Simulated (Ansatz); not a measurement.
## A hypothetical structure for CrFeSiN

Starting from a made-up structure for CrFeSiN, the aim is the relaxed cell, its shortest contacts and, where a second run follows, its electronic structure.

Calculated with Ansatz 0.2.0; DFT, PBE, plane-wave PAW, files of the set soft_1, scalar-relativistic, ferromagnetic start, cell and ions relaxed at zero pressure; PAW set soft_1.

**1. The starting structure**

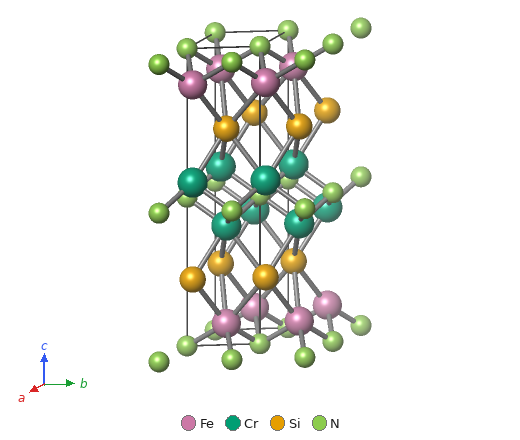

The cell as given, slightly off an axis (iron pink, chromium teal, silicon orange, nitrogen green). 2×2×1 cells are drawn. Bonds to atoms that aren't drawn are left out. Some periodic images of atoms are drawn too.

**2. Relaxation of the guess**

The guess takes its coordinates from another compound and its volume from a rule, so the cell and any free coordinates are relaxed together.

File input.yaml:

```yaml
crystal:
  lattice:
    - [2.837, 0.0, 0.0]
    - [-1.4185, 2.456914071, 0.0]
    - [0.0, 0.0, 11.799]
  atoms:
    - { symbol: Fe, position: [0.333333333, 0.666666667, 0.0888], spin: 3.0 }
    - { symbol: Fe, position: [0.666666667, 0.333333333, 0.9112], spin: 3.0 }
    - { symbol: Cr, position: [0.666666667, 0.333333333, 0.5825], spin: 3.0 }
    - { symbol: Cr, position: [0.333333333, 0.666666667, 0.4175], spin: 3.0 }
    - { symbol: Si, position: [0.666666667, 0.333333333, 0.2567] }
    - { symbol: Si, position: [0.333333333, 0.666666667, 0.7433] }
    - { symbol: "N", position: [0.0, 0.0, 0.0] }
    - { symbol: "N", position: [0.0, 0.0, 0.5] }
magnetization:
  spin_polarized: true
kpoints:
  mp_grid: { grid: [11, 11, 3] }
scf:
  occupations: { method: fermi_dirac, width: 0.05 }
hamiltonian:
  xc: pbe
  pseudopotentials: { kind: paw, azcp: { folder: soft_1 } }
relax:
  f_tol: 0.015
  max_steps: 70
  cell: {}
output:
  forces: true
  stress: true
```

Run with:

```console
$ ansatz run input.yaml --threads 4 --pin off --max-ram 10240MiB --backend cpu --events-out ev --progress --plain --runs-dir out
```

Numbers of over 12 decimals in the logs are rounded to 6 here.

Output:

```text
Engine: ansatz 0.2.0, x86_64-unknown-linux-gnu
Pseudopotentials: kind: paw
Pseudopotential: Fe, paw, valence charge 16, recommended cutoff 420 eV (normal), soft_1/Fe.paw.azcp
Pseudopotential: Cr, paw, valence charge 14, recommended cutoff 420 eV (normal), soft_1/Cr.paw.azcp
Pseudopotential: Si, paw, valence charge 4, recommended cutoff 420 eV (normal), soft_1/Si.paw.azcp
Pseudopotential: N, paw, valence charge 5, recommended cutoff 420 eV (normal), soft_1/N.paw.azcp
Functional definition: PBE
  parameter kappa = 0.804
  parameter beta = 0.066725
  exchange = pbe_x(kappa = kappa, mu = beta*pi^2/3)
  correlation = pbe_c(beta = beta)
Crystal: 8 atoms, lattice volume = 82.242 Å³
Basis set: ecut = 420 eV, 1635 PW (Γ), exchange–correlation on 40×40×160 points (8 copies of the dense FFT grid, shifted against one another)
Bands: 54, of which v1, the nominal top of the filled ones, is band 39 counted from 1 (38 counted from 0)
Symmetry: 12 space group operations
Space group: P-3m1 (ITA 164), of the structure as read, at distance tolerance 4.3e-5 Å
Magnetic group: BNS 164.85 (UNI 1315), of the structure as read, at distance tolerance 4.3e-5 Å
k-points: 42 of 363
Non-local potential: Fe, projectors of the file, l = 0: 3, l = 1: 2, l = 2: 3, l = 3: 1
Non-local potential: Cr, projectors of the file, l = 0: 3, l = 1: 2, l = 2: 3, l = 3: 1
Non-local potential: Si, projectors of the file, l = 0: 2, l = 1: 2, l = 2: 1
Non-local potential: N, projectors of the file, l = 0: 2, l = 1: 2, l = 2: 1
PAW form: soft (Blöchl's): semilocal exchange-correlation on the pseudo side does not see the compensation charge
PAW one-centre angular grid: Fe, 590 points (default); XC on 64 Gauss nodes
PAW one-centre angular grid: Cr, 590 points (default); XC on 64 Gauss nodes
PAW one-centre angular grid: Si, 110 points (default); XC on 64 Gauss nodes
PAW one-centre angular grid: N, 110 points (default); XC on 64 Gauss nodes
Initial density: superposition of atomic densities (chi_scale 0.1, normalization cell, long waves of neutral atoms (reshape's long-wave potential 4.06 eV rms, cloud 2.10 Å wide))
Starting moments: Σ|m| = 12 μB on 4 of 8 sites
Initial wavefunctions: pseudopotential atomic-orbital guess
Functional: x = pbe(κ = 0.804, μ = 0.219515), c = pbe(β = 0.066725)
SCF iter   1: F=—  HF=-17756.926286 eV  |F-HF|=—  |Δ(HF+E_count)|=         —  Δρ=6.18e-2 (↑6.18e-2 ↓5.22e-2)  dr2=2.20e1  dr2_m=6.38e-1  M=9.381 μB ∫|m|=9.859 μB  β_m=0.30  ethr=3.10e-3  ⟨swp⟩=6.3  Hψ=16461  notcnv=0  defer=1
Mixer restart at iter 1: flushing history
preconditioner: auto → Kerker (q_TF=auto, 2.704 Å⁻¹)  [metal: Δε(μ)=0.001 eV  Ē_g=8.800 eV  σ=0.050 eV  W_gap=0.01  n_scr=28 (ndim 8)  ℏωp=27.8 eV  f_vac=0.000  D(μ)=6.17/eV (n_scr^D=66)]
spin=Collinear: Kerker preconditioning applied to the charge; magnetization (m = ρ↑ − ρ↓) channel mixes plain (no charge-response kernel on spin).
SCF iter   2: F=—  HF=-17754.166098 eV  |F-HF|=—  |Δ(HF+E_count)|=    2.76e0  Δρ=3.39e-2 (↑3.39e-2 ↓2.67e-2)  dr2=6.12e0  dr2_m=3.79e-1  M=9.128 μB ∫|m|=9.687 μB  β_m=0.40  ethr=3.10e-3  ⟨swp⟩=2.2  Hψ=7536  notcnv=0  defer=329
SCF iter   3: F=—  HF=-17754.719625 eV  |F-HF|=—  |Δ(HF+E_count)|=   5.54e-1  Δρ=2.16e-2 (↑1.92e-2 ↓2.16e-2)  dr2=1.55e0  dr2_m=2.33e-1  M=8.470 μB ∫|m|=9.116 μB  β_m=0.52  ethr=3.10e-3  ⟨swp⟩=2.2  Hψ=6362  notcnv=0  defer=338
SCF iter   4: F=—  HF=-17755.768524 eV  |F-HF|=—  |Δ(HF+E_count)|=    1.05e0  Δρ=2.69e-2 (↑1.84e-2 ↓2.69e-2)  dr2=4.00e-1  dr2_m=3.21e-1  M=7.437 μB ∫|m|=8.181 μB  β_m=0.76  ethr=1.98e-3  ⟨swp⟩=2.0  Hψ=5731  notcnv=0  defer=335
SCF iter   5: F=—  HF=-17756.165346 eV  |F-HF|=—  |Δ(HF+E_count)|=   3.97e-1  Δρ=2.38e-2 (↑1.57e-2 ↓2.38e-2)  dr2=1.67e-1  dr2_m=2.77e-1  M=6.594 μB ∫|m|=7.387 μB  β_m=0.38  ethr=5.13e-4  ⟨swp⟩=2.1  Hψ=7069  notcnv=0  defer=334
SCF iter   6: F=—  HF=-17758.456667 eV  |F-HF|=—  |Δ(HF+E_count)|=         —  Δρ=1.06e-1 (↑1.06e-1 ↓9.21e-2)  dr2=2.52e-1  dr2_m=7.29e0  M=1.877 μB ∫|m|=2.506 μB  β_m=1.00  ethr=2.14e-4  ⟨swp⟩=2.1  Hψ=7235  notcnv=0  defer=335  κ⁻¹=9.5e-4(r=4)
SCF iter   7: F=—  HF=-17758.665357 eV  |F-HF|=—  |Δ(HF+E_count)|=   2.09e-1  Δρ=7.31e-2 (↑3.90e-2 ↓7.31e-2)  dr2=1.03e1  dr2_m=4.96e-1  M=0.902 μB ∫|m|=1.684 μB  β_m=0.88  ethr=6.41e-5  ⟨swp⟩=4.1  Hψ=13609  notcnv=0  defer=283
SCF iter   8: F=—  HF=-17757.288650 eV  |F-HF|=—  |Δ(HF+E_count)|=    1.38e0  Δρ=1.14e-1 (↑4.05e-2 ↓1.14e-1)  dr2=7.11e0  dr2_m=4.02e0  M=2.433 μB ∫|m|=2.923 μB  β_m=0.57  ethr=6.41e-5  ⟨swp⟩=4.0  Hψ=15295  notcnv=0  defer=290
SCF iter   9: F=—  HF=-17757.098448 eV  |F-HF|=—  |Δ(HF+E_count)|=   1.90e-1  Δρ=6.08e-2 (↑2.38e-2 ↓6.08e-2)  dr2=2.06e0  dr2_m=1.20e0  M=1.532 μB ∫|m|=1.883 μB  β_m=0.86  ethr=6.41e-5  ⟨swp⟩=3.0  Hψ=10845  notcnv=0  defer=290
SCF iter  10: F=—  HF=-17757.270086 eV  |F-HF|=—  |Δ(HF+E_count)|=   1.72e-1  Δρ=9.71e-3 (↑8.98e-3 ↓9.71e-3)  dr2=1.83e-1  dr2_m=2.73e-2  M=0.666 μB ∫|m|=1.305 μB  β_m=0.86  ethr=6.41e-5  ⟨swp⟩=3.1  Hψ=10410  notcnv=0  defer=289
SCF iter  11: F=—  HF=-17757.256958 eV  |F-HF|=—  |Δ(HF+E_count)|=   1.31e-2  Δρ=4.07e-3 (↑3.92e-3 ↓4.07e-3)  dr2=1.21e-2  dr2_m=9.81e-3  M=0.660 μB ∫|m|=1.212 μB  β_m=0.93  ethr=6.41e-5  ⟨swp⟩=2.1  Hψ=8822  notcnv=0  defer=271
[...]
relax step   3: F+E_penalty+E_count = -17757.51599329 eV  Δ(F+E_penalty+E_count) = -5.465e-2 eV  max|allowed force component| = 2.901e-1 eV/Å  Δτ_max = 0.0572 Å  P = +0.275 GPa  Ω = 81.655 Å³  energy of the carried Pulay correction = +8.429e-4 eV  (16 SCF iters, dr2 threshold 8.00e-7 eV, accepted)
relax step   4: F+E_penalty+E_count = -17757.52263153 eV  Δ(F+E_penalty+E_count) = -6.638e-3 eV  max|allowed force component| = 7.775e-2 eV/Å  Δτ_max = 0.0210 Å  P = +0.817 GPa  Ω = 81.241 Å³  energy of the carried Pulay correction = +1.441e-3 eV  (22 SCF iters, dr2 threshold 8.00e-7 eV, accepted)
relax step   5: F+E_penalty+E_count = -17757.52383880 eV  Δ(F+E_penalty+E_count) = -1.207e-3 eV  max|allowed force component| = 5.075e-2 eV/Å  Δτ_max = 0.0038 Å  P = -0.619 GPa  Ω = 81.683 Å³  energy of the carried Pulay correction = +8.031e-4 eV  (21 SCF iters, dr2 threshold 8.00e-7 eV, accepted)
relax step   6: F+E_penalty+E_count = -17757.52556596 eV  Δ(F+E_penalty+E_count) = -1.727e-3 eV  max|allowed force component| = 4.629e-2 eV/Å  Δτ_max = 0.0057 Å  P = +0.117 GPa  Ω = 81.363 Å³  energy of the carried Pulay correction = +1.265e-3 eV  (20 SCF iters, dr2 threshold 8.00e-7 eV, accepted)
relax step   7: F+E_penalty+E_count = -17757.52771014 eV  Δ(F+E_penalty+E_count) = -2.144e-3 eV  max|allowed force component| = 3.831e-2 eV/Å  Δτ_max = 0.0108 Å  P = +0.449 GPa  Ω = 81.061 Å³  energy of the carried Pulay correction = +1.702e-3 eV  (21 SCF iters, dr2 threshold 4.46e-7 eV, accepted)
relax step   8: F+E_penalty+E_count = -17757.52742456 eV  Δ(F+E_penalty+E_count) = +2.856e-4 eV  max|allowed force component| = 9.624e-2 eV/Å  Δτ_max = 0.0186 Å  P = +0.322 GPa  Ω = 80.783 Å³  energy of the carried Pulay correction = +2.106e-3 eV  (23 SCF iters, dr2 threshold 8.00e-7 eV, rejected (line search))
relax step   9: F+E_penalty+E_count = -17757.52846418 eV  Δ(F+E_penalty+E_count) = -7.540e-4 eV  max|allowed force component| = 9.770e-3 eV/Å  Δτ_max = 0.0076 Å  P = +0.006 GPa  Ω = 81.067 Å³  energy of the carried Pulay correction = +1.692e-3 eV  (30 SCF iters, accepted)
relax step  10: F+E_penalty+E_count = -17757.52850106 eV  Δ(F+E_penalty+E_count) = -3.688e-5 eV  max|allowed force component| = 7.097e-3 eV/Å  Δτ_max = 0.0010 Å  P = +0.024 GPa  Ω = 81.053 Å³  energy of the carried Pulay correction = +1.713e-3 eV  (22 SCF iters, dr2 threshold 2.37e-8 eV, accepted)
relax step  11: F+E_penalty+E_count = -17757.52690686 eV  Δ(F+E_penalty+E_count) = +1.594e-3 eV  max|allowed force component| = 6.950e-3 eV/Å  Δτ_max = 0.0000 Å  P = +0.005 GPa  Ω = 81.053 Å³  stress off target by 4.00e-2 GPa  SCF on the basis re-selected at this cell (its energy is not comparable with the rows above)  (18 SCF iters)
basis re-selected at this cell: Δ(F+E_penalty+E_count) = +1.594e-3 eV, ΔP = -0.018 GPa vs the last step (what re-selecting the basis moved, of the pressure what is left beyond the Pulay correction that the steps carried, after the strain that the cell walked since its last selection, with what the two solves' SCF thresholds leave and, on support functions, any second-order correction that the steps lacked; it is no m [...]
SCF converged after 18 iterations
Magnetization: 0.0000 μB (39.0000 up, 39.0000 down)
Absolute magnetization: 0.0000 μB (∫|ρ↑−ρ↓|, with the PAW one-centre terms)
Spin contamination: 0.0000 ħ² per cell (⟨S²⟩ above its minimum at these occupations)
Per-site moments (μB) at R_I (Å): [(-3.3747726045617953e-7, 0.799166), (-3.3747726036563844e-7, 0.799166), (7.657313084462937e-7, 0.804859), (7.657313084823951e-7, 0.804859), (-1.7855054483895188e-9, 1.013045), (-1.7855054086471819e-9, 1.013045), (-2.8454530511364143e-9, 0.799166), (4.930048131275e-9, 0.804859)]
Free energy (F): -17757.526907 eV
Harris-Foulkes:  -17757.526907 eV  (|F-HF|=6.55e-11)
Internal energy: -17757.474647 eV  (E = F + TS)
E sigma→0 (E₀):  -17757.500777 eV
Entropy (-TS):   -0.052260 eV (-6.532 meV/atom)
Fermi energy:    16.969815 eV
--- Per-component energies (eV) ---
  E_band       = -713.261920
  E_kinetic    = 1622.399020
  E_local      = -10023.167571  (includes V_loc(G=0)·N_el)
  E_nonlocal   = 780.621229
  E_hartree    = 4487.530280
  E_xc         = -690.119409
  E_vxc        = -833.013993  (∫ρ·V_xc dr)
  E_paw        = -6480.824657  (= ΣΔE_a)
  E_vpaw       = -1235.163321  (= ΣTr[D̂ρ^β])
  E_aug_tail   = 0.001798  (compensation charges beyond the density's cutoff)
  E_ewald      = -7453.915337
  E_smearing   = -0.052260  (= −TS)
  E_closure    = 0.000000  (closes the sum)
  Σ components = -17757.526907   (vs F -17757.526907, Δ=0.00e0)
--- Forces (eV/Å), atoms counted from 1 ---
  atom   1  Fe     0.00000000     0.00000000     0.00694993
  atom   2  Fe     0.00000000    -0.00000000    -0.00694993
  atom   3  Cr    -0.00000000     0.00000000     0.00489402
  atom   4  Cr     0.00000000     0.00000000    -0.00489402
  atom   5  Si    -0.00000000     0.00000000     0.00111685
  atom   6  Si     0.00000000    -0.00000000    -0.00111685
  atom   7  N     -0.00000000    -0.00000000     0.00000000
  atom   8  N      0.00000000     0.00000000     0.00000000
  max |Σ_I F_I| component: 9.25e-18 eV/Å
--- Stress (GPa, compression-positive) ---
        0.028039       0.000000       0.000000
        0.000000       0.028039       0.000000
       -0.000000       0.000000      -0.040008
  P = ⅓ Tr σ = 0.0054 GPa (0.054 kbar)
--- Relaxed structure (10 steps of the walk, 9 accepted, 1 SCFs on fresh bases) ---
  F+E_penalty+E_count = -17757.52690686 eV   max|allowed force component| = 6.950e-3 eV/Å   (the final SCF, on the basis selected at the relaxed cell)
  cell:  # Å, volume = 81.0534 Å³
    - [2.811387, 0, -5.714804644642748e-19]
    - [-1.405693, 2.434732, 2.857402322321353e-19]
    - [-2.376770532103591e-18, 0, 11.841301]
  atoms:
    - { symbol: Fe, position: [0.333333, 0.666667, 0.089325] }
    - { symbol: Fe, position: [0.666667, 0.333333, 0.910675] }
    - { symbol: Cr, position: [0.666667, 0.333333, 0.591442] }
    - { symbol: Cr, position: [0.333333, 0.666667, 0.408558] }
    - { symbol: Si, position: [0.666667, 0.333333, 0.244966] }
    - { symbol: Si, position: [0.333333, 0.666667, 0.755034] }
    - { symbol: N, position: [0, 0, 0] }
    - { symbol: N, position: [0.0, 0, 0.500000] }
```

Elapsed: 86 s, on 4 threads of INTEL XEON PLATINUM 8581C at 2.10GHz (Emerald Rapids), shared host; peak memory 0.7 GiB.

Relaxation path:

| step | energy less that of the first step (eV) | largest force component (eV/Å) | pressure (GPa) | volume (Å³) |
| --- | --- | --- | --- | --- |
| 1 | 0.0000 | 1.3508 | 2.03 | 82.24 |
| 2 | -0.2016 | 0.7985 | 1.14 | 81.79 |
| 3 | -0.2563 | 0.2901 | 0.28 | 81.65 |
| 4 | -0.2629 | 0.0777 | 0.82 | 81.24 |
| 5 | -0.2641 | 0.0508 | -0.62 | 81.68 |
| 6 | -0.2658 | 0.0463 | 0.12 | 81.36 |
| 7 | -0.2680 | 0.0383 | 0.45 | 81.06 |
| 8 | -0.2677 | 0.0962 | 0.32 | 80.78 |
| 9 | -0.2687 | 0.0098 | 0.01 | 81.07 |
| 10 | -0.2688 | 0.0071 | 0.02 | 81.05 |
| 11* | -0.2672 | 0.0069 | 0.01 | 81.05 |

Relaxation steps marked * repeat the geometry before them on a plane-wave basis chosen anew for their cell, so energy and pressure can jump there. Relaxation step 8 was tried and not accepted.

The run keeps the 12 symmetry operations that it works with, so distortions that break them were not tested.

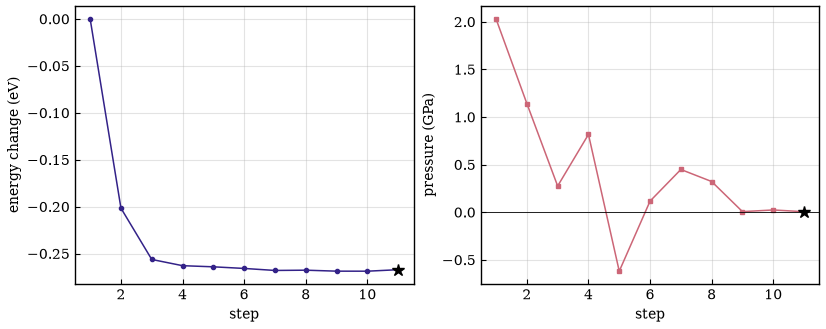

Energy and pressure along the relaxation. Stars mark steps on a basis chosen anew.

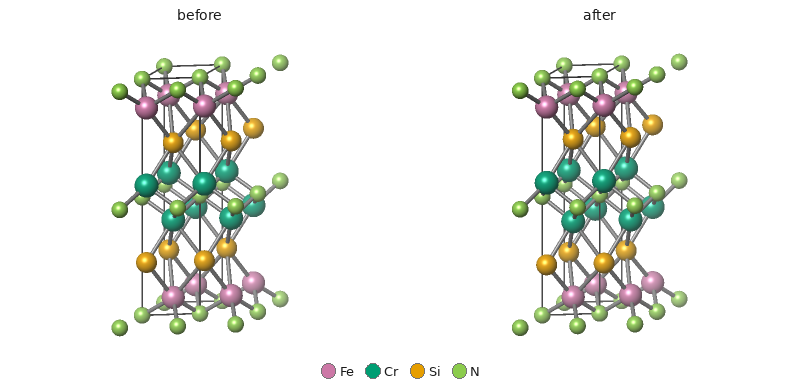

Before and after, at one scale. Bonds to atoms that aren't drawn are left out.

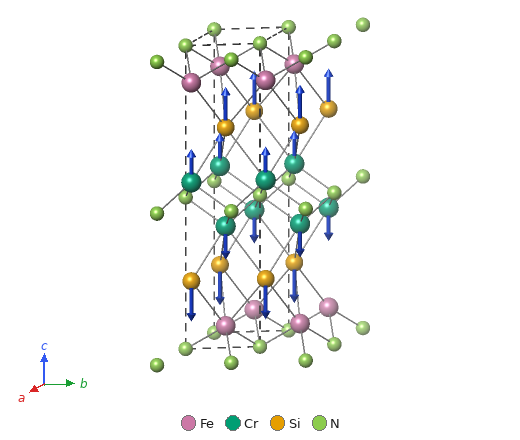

Displacements in the relaxation, exaggerated, measured against the changing cell; the longest in the cell stands for 0.14 Å. Bonds to atoms that aren't drawn are left out. 2×2×1 cells are drawn. Some periodic images of atoms are drawn too.

| conventional cell, symmetrised | before | after | change |
| --- | --- | --- | --- |
| a (Å) | 2.837 | 2.811 | -0.9 % |
| b (Å) | 2.837 | 2.811 | -0.9 % |
| c (Å) | 11.799 | 11.841 | +0.4 % |
| volume (Å³/atom) | 10.28 | 10.13 | -1.4 % |

The atoms that moved most (Å, as changes of fractional coordinates times the final cell):

| atom | dx | dy | dz | length |
| --- | --- | --- | --- | --- |
| Si6 | 0.000 | 0.000 | 0.139 | 0.139 |
| Si5 | 0.000 | 0.000 | -0.139 | 0.139 |
| Cr3 | 0.000 | 0.000 | 0.106 | 0.106 |
| Cr4 | 0.000 | 0.000 | -0.106 | 0.106 |
| Fe1 | 0.000 | 0.000 | 0.006 | 0.006 |
| Fe2 | 0.000 | 0.000 | -0.006 | 0.006 |

Final coordinates:

```xyz
8
Lattice="2.8114 0.0000 0.0000 -1.4057 2.4347 0.0000 0.0000 0.0000 11.8413" Properties=species:S:1:pos:R:3 pbc="T T T"
Fe    0.0000    1.6232    1.0577
Fe    1.4057    0.8116   10.7836
Cr    1.4057    0.8116    7.0034
Cr    0.0000    1.6232    4.8379
Si    1.4057    0.8116    2.9007
Si    0.0000    1.6232    8.9406
N     0.0000    0.0000    0.0000
N     0.0000    0.0000    5.9207
```

Numbers from this step:

```
free energy             : -17757.5269 eV
energy at zero smearing : -17757.5008 eV
smearing term TS        : 0.05226 eV
Fermi energy            : 16.97 eV
electrons               : 78
symmetry operations     : 12
pressure                : 0.005357 GPa
```

The shortest distance of each pair, which need not be the same contact before and after:

| pair | guess (Å) | relaxed (Å) |
| --- | --- | --- |
| Fe–N | 1.944 | 1.937 |
| Cr–N | 1.905 | 1.951 |
| Fe–Si | 2.570 | 2.456 |
| Cr–Si | 2.506 | 2.527 |
| Fe–Fe | 2.660 | 2.666 |

The relaxation ends with a largest force component of 0.0069 eV/Å and a pressure of 0.01 GPa. No moment survives the cycle: this start ends non-magnetic.

**3. Summary of results**

| Item | Value |
| --- | --- |
| space group, relaxed | P-3m1 |
| conventional cell | a = 2.811, b = 2.811, c = 11.841 Å; α = 90.0°, β = 90.0°, γ = 120.0° |
| volume per atom | 10.13 Å³ (guess 10.28) |
| total moment | 0.00 μB in the cell of 8 atoms |

In words: CrFeSiN relaxes to P-3m1 with a = 2.811, b = 2.811 and c = 11.841 Å. The guessed volume was near the relaxed one. The space group P-3m1 was held in the relaxation, so the end point is a stationary structure within it and may be a saddle against distortions or other arrangements. The moments died out from this one start and weren't seeded again at the relaxed cell. Mesh and cutoff weren't tested. No dispersion term is used, so weakly bound directions may come out too long. Nothing here tests whether the compound is stable against decomposition.

[Logs are printed without paths, hosts, clocks, repeated set-up lines and the standing remarks that a program may print on its own settings, such as how far it seeks lower states.]

[Hosts, paths, dates, database ids (printed as entryN), source tags and the programs' standing remarks are cut or masked in the printed files.]
